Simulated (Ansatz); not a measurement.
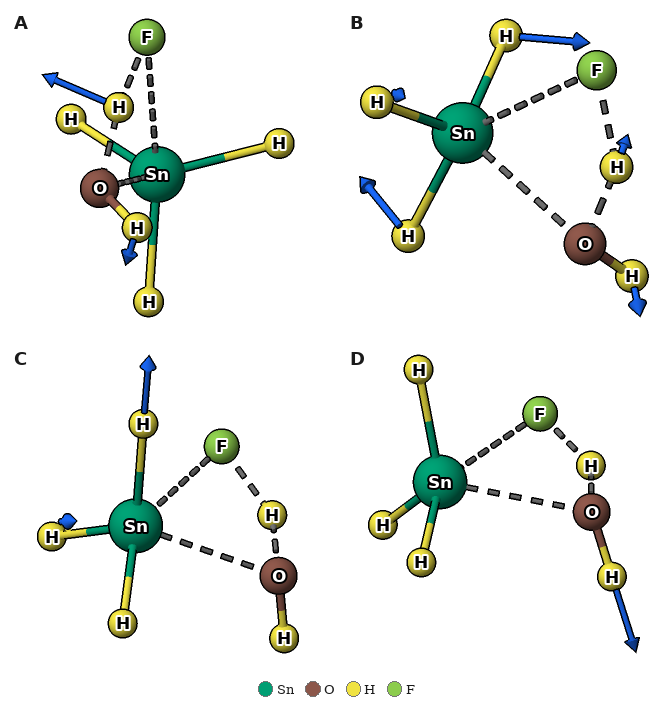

4 normal modes of one molecule or complex, as arrows. Broken sticks mark bonds that form or break. Harmonic vibrations computed with RKS PBE0-D4/def2-TZVP, core potentials on Sn (Ansatz 0.2.0) at a stationary point of the same level. It is a saddle point of order 1.

Question: Match the panels to the wavenumbers 540 cm⁻¹, 1389 cm⁻¹, 2006 cm⁻¹, 3890 cm⁻¹.

Answer: A: 1389 cm⁻¹
B: 540 cm⁻¹
C: 2006 cm⁻¹
D: 3890 cm⁻¹
